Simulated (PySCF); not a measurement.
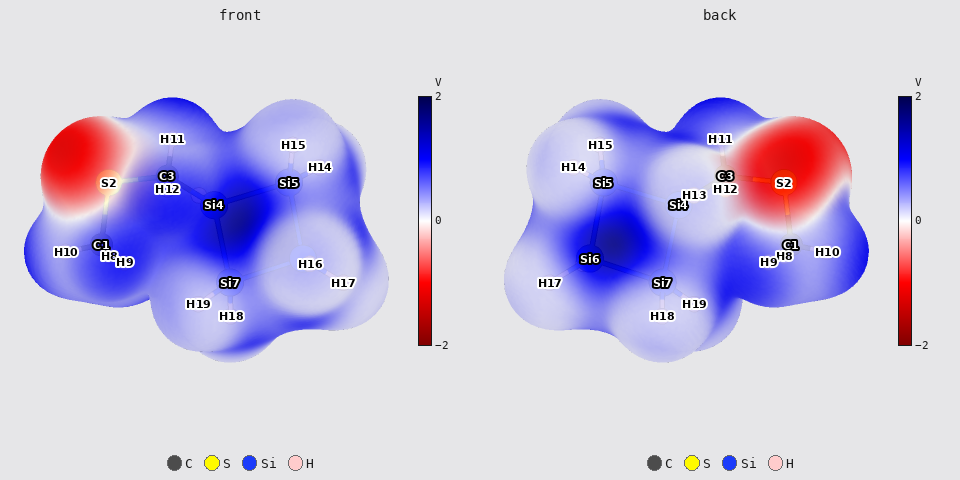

C2H12SSi4 (SMILES CSC[SiH]1[SiH2][SiH2][SiH2]1). The electrostatic potential painted on the density surface at 0.002 e/bohr³, seen from the front and from behind; the colour scale runs from red (negative) to blue (positive).

Geometry: GFN2-xTB.

Theory: PBE0/pcSseg-1, SCF density, gas phase, non-relativistic in PySCF.

```xyz
19

C     2.8421    0.6045    1.2862
S     3.0246   -0.8536    0.2257
C     1.2869   -1.3749    0.0838
Si    0.1604   -0.1196   -0.8309
Si   -1.9446   -1.0751   -1.3249
Si   -2.9544    0.3859    0.2217
Si   -0.8828    1.4293    0.6307
H     2.2962    0.3309    2.1852
H     2.3223    1.3949    0.7503
H     3.8459    0.9258    1.5455
H     1.3416   -2.3170   -0.4583
H     0.9278   -1.5943    1.0898
H     1.0156    0.3718   -1.9237
H    -2.3831   -0.8901   -2.7130
H    -2.1168   -2.5170   -1.1066
H    -3.5751   -0.2488    1.3924
H    -4.0246    1.2560   -0.2801
H    -0.7776    2.8366    0.2242
H    -0.4143    1.4639    2.0250
```

Q: Which sites attract a positive test charge, and which a negative one?

A: A positive charge is drawn to the negative regions and a negative charge to the positive ones. The most negative region (about −1.1 V) lies over S2, the most positive (about +1.5 V) over Si4, Si5, Si6 and Si7.
